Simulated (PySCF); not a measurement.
**[Dy(H2O)2]2+: forces at shaken geometries**

How stiff is [Dy(H2O)2]2+? Its atoms are displaced at random by several amounts. The species was built from a template and needn't be a known compound.

Method: BP86, Dy lcecp-0-SVP with ECP56, O def2-SVP, H def2-SVP; scalar-relativistic core potentials, no spin–orbit coupling; program: PySCF 2.14.0.

3 further runs of the same task are left out: 2 for a known fault of the program, 1 that didn't finish. Runs told in other sessions of the task aren't counted.

## 1. Where the work starts

7 atoms, charge 2, spin multiplicity 1.

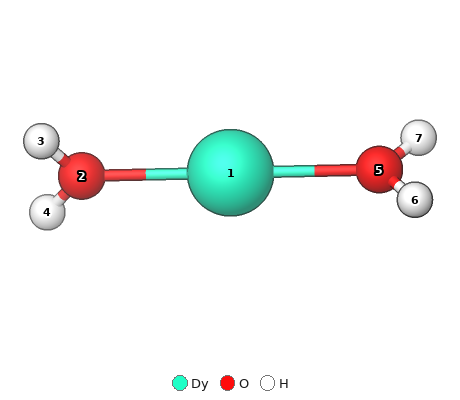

The geometry (dysprosium teal, oxygen red, hydrogen white); atoms are numbered from 1 in the order of the file.

Coordinates:

```
atom    x (Å)    y (Å)    z (Å)
 Dy1   0.0000   0.0000   0.0000
  O2   0.0000   0.0000   2.4395
  H3   0.5456   0.5456   3.0538
  H4  -0.5456  -0.5456   3.0538
  O5   0.0000   0.0000  -2.4395
  H6   0.5456  -0.5456  -3.0538
  H7  -0.5456   0.5456  -3.0538
```

Formal oxidation states: Dy +2. Each metal's 10 4f electrons lie in its core potential, so multiplicities, spins and levels count the valence alone. An earlier session relaxed this geometry at BP86, Dy lcecp-0-SVP with ECP56, O def2-SVP, H def2-SVP (singlet, point group D2d).

Its energy there is -183.212004 Eh.

## 2. Atoms moved at random, σ = 0.15 Å

run.py (the lines that set the calculation) reads:

```python
mol = gto.M(atom='''
Dy     0.11843     0.26223     0.05108
O     -0.15755    -0.29229     2.47077
H      0.49188     0.55598     3.14388
H     -0.20740    -0.57515     2.97656
O     -0.26160     0.22372    -2.52839
H      0.55401    -0.78197    -2.93305
H     -0.53777     0.60748    -3.18085''',
    basis={'Dy': 'lcecp-0-SVP', 'O': 'def2-SVP', 'H': 'def2-SVP'},
    ecp={'Dy': 'lcecp-0-SVP'},
    charge=2, spin=0)
mf = dft.RKS(mol, xc='B88,P86')
mf.grids.atom_grid = (50, 194)  # f atoms: unpruned, at least (60, 302)
mf = mf.density_fit()  # fitting sets: Dy AutoAux, O def2-universal-JKFIT, H def2-universal-JKFIT
mf.conv_tol = 1e-08; mf.max_cycle = 55
mf.kernel(dm0)  # dm0: the density of the relaxed state
```

Launch:

```console
OMP_NUM_THREADS=2 python run.py
```

The log of the run:

```text
init E= -182.311217095118
cycle= 1 E= -182.550187937982  delta_E= -0.239  |g|= 0.642  |ddm|= 1.24
cycle= 2 E= -182.239189040779  delta_E= 0.311  |g|= 1.38  |ddm|= 1.25
cycle= 3 E= -182.624454526805  delta_E= -0.385  |g|= 0.133  |ddm|= 0.949
cycle= 4 E= -182.628287310897  delta_E= -0.00383  |g|= 0.0465  |ddm|= 0.12
cycle= 5 E= -182.628593895517  delta_E= -0.000307  |g|= 0.0289  |ddm|= 0.047
cycle= 6 E= -182.628759614897  delta_E= -0.000166  |g|= 0.00175  |ddm|= 0.0179
cycle= 7 E= -182.628760264893  delta_E= -6.5e-07  |g|= 0.000404  |ddm|= 0.00157
cycle= 8 E= -182.628760307319  delta_E= -4.24e-08  |g|= 2.36e-05  |ddm|= 0.000338
cycle= 9 E= -182.628760307452  delta_E= -1.33e-10  |g|= 8.03e-06  |ddm|= 3.14e-05
Extra cycle  E= -182.628760307424  delta_E= 2.8e-11  |g|= 1.42e-05  |ddm|= 1.66e-05
converged SCF energy = -182.628760307424
```

Run time: 3.9 s. Hardware: 2 threads of Arm Neoverse V1, shared host.

It gives: E = -182.628760 Eh (+15.871 eV from the relaxed state), frontier levels not given, since the 4f levels lie in the core, Mulliken charge on Dy1 +1.56 e, largest force component 82.655 eV/Å. 

```csv
atom,Fx,Fy,Fz (eV/Å)
Dy1,-0.530,-0.099,-0.468
O2,12.329,51.751,-79.954
H3,-2.396,-2.710,-2.991
H4,-9.712,-48.747,82.655
O5,9.177,-11.806,13.313
H6,-3.587,4.308,0.835
H7,-5.281,7.301,-13.389
```

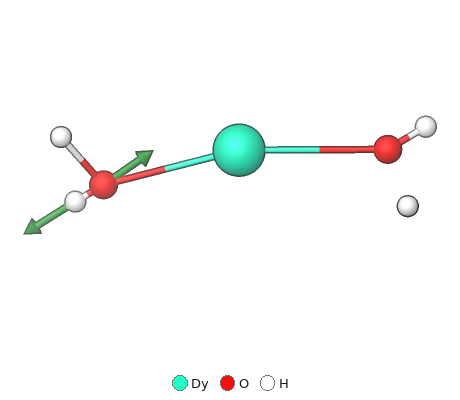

Forces as arrows, the longest for the largest force.

## 3. Atoms moved at random, σ = 0.06 Å

run.py (the lines that set the calculation) reads:

```python
mol = gto.M(atom='''
Dy     0.02908    -0.09285    -0.00291
O      0.07734     0.02899     2.43181
H      0.54673     0.57117     3.04565
H     -0.54239    -0.57701     3.00589
O     -0.08032     0.05268    -2.36660
H      0.54327    -0.52664    -3.11314
H     -0.57372     0.54366    -3.00070''',
    basis={'Dy': 'lcecp-0-SVP', 'O': 'def2-SVP', 'H': 'def2-SVP'},
    ecp={'Dy': 'lcecp-0-SVP'},
    charge=2, spin=0)
mf = dft.RKS(mol, xc='B88,P86')
mf.grids.atom_grid = (50, 194)  # f atoms: unpruned, at least (60, 302)
mf = mf.density_fit()  # fitting sets: Dy AutoAux, O def2-universal-JKFIT, H def2-universal-JKFIT
mf.conv_tol = 1e-08; mf.max_cycle = 55
mf.kernel(dm0)  # dm0: the density of the relaxed state
```

Launch:

```console
OMP_NUM_THREADS=2 python run.py
```

The log of the run:

```text
init E= -183.11223563825
cycle= 1 E= -183.188928702489  delta_E= -0.0767  |g|= 0.12  |ddm|= 0.248
cycle= 2 E= -183.184956912099  delta_E= 0.00397  |g|= 0.191  |ddm|= 0.193
cycle= 3 E= -183.191518382242  delta_E= -0.00656  |g|= 0.0349  |ddm|= 0.129
cycle= 4 E= -183.191754715903  delta_E= -0.000236  |g|= 0.00308  |ddm|= 0.0243
cycle= 5 E= -183.19175609751  delta_E= -1.38e-06  |g|= 0.0018  |ddm|= 0.00292
cycle= 6 E= -183.191756694975  delta_E= -5.97e-07  |g|= 0.000115  |ddm|= 0.00111
cycle= 7 E= -183.191756698481  delta_E= -3.51e-09  |g|= 1.17e-05  |ddm|= 0.000137
Extra cycle  E= -183.191756698462  delta_E= 1.83e-11  |g|= 1.65e-05  |ddm|= 2.33e-05
converged SCF energy = -183.191756698462
```

Wall time 4 s (2 threads of Arm Neoverse V1, shared host).

It gives: E = -183.191757 Eh (+0.551 eV from the relaxed state), frontier levels not given, since the 4f levels lie in the core, Mulliken charge on Dy1 +1.50 e, largest force component 3.602 eV/Å. 

```csv
atom,Fx,Fy,Fz (eV/Å)
Dy1,0.044,0.047,0.305
O2,-2.464,-2.575,-0.632
H3,1.024,1.179,1.549
H4,1.378,1.353,-0.875
O5,3.602,-3.412,-1.761
H6,-2.041,1.887,2.789
H7,-1.544,1.522,-1.375
```

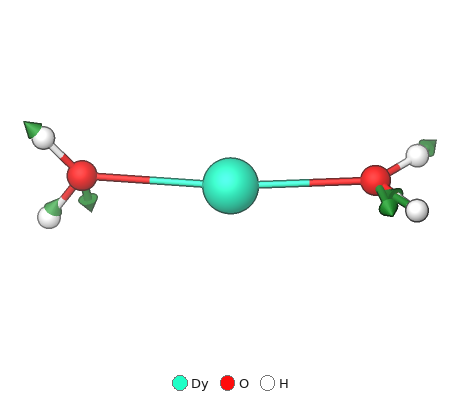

Forces as arrows, the longest for the largest force.

## 4. Atoms moved at random, σ = 0.15 Å

run.py (the lines that set the calculation) reads:

```python
mol = gto.M(atom='''
Dy    -0.18662    -0.42772     0.09806
O      0.02251     0.05795     2.38772
H      0.61729     0.66477     3.15753
H     -0.51592    -0.41812     3.27099
O     -0.10918    -0.03979    -2.61085
H      0.55272    -0.46669    -3.19899
H     -0.38079     0.62961    -3.10446''',
    basis={'Dy': 'lcecp-0-SVP', 'O': 'def2-SVP', 'H': 'def2-SVP'},
    ecp={'Dy': 'lcecp-0-SVP'},
    charge=2, spin=0)
mf = dft.RKS(mol, xc='B88,P86')
mf.grids.atom_grid = (50, 194)  # f atoms: unpruned, at least (60, 302)
mf = mf.density_fit()  # fitting sets: Dy AutoAux, O def2-universal-JKFIT, H def2-universal-JKFIT
mf.conv_tol = 1e-08; mf.max_cycle = 55
mf.kernel(dm0)  # dm0: the density of the relaxed state
```

Launch:

```console
OMP_NUM_THREADS=2 python run.py
```

The log of the run:

```text
init E= -182.917948235223
cycle= 1 E= -183.134913310829  delta_E= -0.217  |g|= 0.346  |ddm|= 0.686
cycle= 2 E= -183.037187246143  delta_E= 0.0977  |g|= 0.786  |ddm|= 0.687
cycle= 3 E= -183.158782592727  delta_E= -0.122  |g|= 0.0532  |ddm|= 0.485
cycle= 4 E= -183.159261120507  delta_E= -0.000479  |g|= 0.0202  |ddm|= 0.0447
cycle= 5 E= -183.15933076081  delta_E= -6.96e-05  |g|= 0.00547  |ddm|= 0.0158
cycle= 6 E= -183.15933605462  delta_E= -5.29e-06  |g|= 0.000536  |ddm|= 0.00369
cycle= 7 E= -183.159336117135  delta_E= -6.25e-08  |g|= 0.000131  |ddm|= 0.00051
cycle= 8 E= -183.159336120744  delta_E= -3.61e-09  |g|= 5.11e-06  |ddm|= 9.45e-05
Extra cycle  E= -183.159336120738  delta_E= 5.31e-12  |g|= 7.79e-06  |ddm|= 9.32e-06
converged SCF energy = -183.159336120738
```

Wall time 4 s (2 threads of Arm Neoverse V1, shared host).

It gives: E = -183.159336 Eh (+1.433 eV from the relaxed state), frontier levels not given, since the 4f levels lie in the core, Mulliken charge on Dy1 +1.54 e, largest force component 7.010 eV/Å. 

| atom | Fx | Fy | Fz (eV/Å) |
| --- | --- | --- | --- |
| Dy1 | -0.018 | 0.132 | -1.032 |
| O2 | 0.228 | 0.472 | 7.010 |
| H3 | -1.663 | -1.724 | -3.348 |
| H4 | 1.413 | 1.235 | -3.455 |
| O5 | 2.689 | -5.654 | 4.708 |
| H6 | -0.001 | -0.255 | 0.091 |
| H7 | -2.648 | 5.794 | -3.974 |

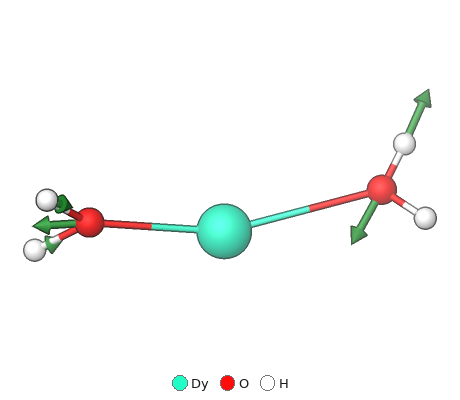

Forces as arrows, the longest for the largest force.

## 5. The displacements side by side

| σ (Å) | energy rise (eV) | harmonic estimate −½ F·u (eV) | largest force component (eV/Å) |
| --- | --- | --- | --- |
| 0.15 | 15.871 | 16.571 | 82.66 |
| 0.06 | 0.551 | 0.498 | 3.60 |
| 0.15 | 1.433 | 1.182 | 7.01 |

Every displacement raises the energy. For a harmonic well the rise equals −½ F·u; the two differ by at most 18 % here (a move with σ = 0.15 Å), from anharmonicity, the grid and the small forces left at the relaxed point. The largest moves cost over 1 eV, far outside the harmonic range, so agreement there can come from errors that cancel between squeezed and stretched bonds. The bases are small and lack diffuse functions. Spin–orbit coupling is left out. The core potential fixes the 4f count, so no charge can pass from the ligands into that shell.
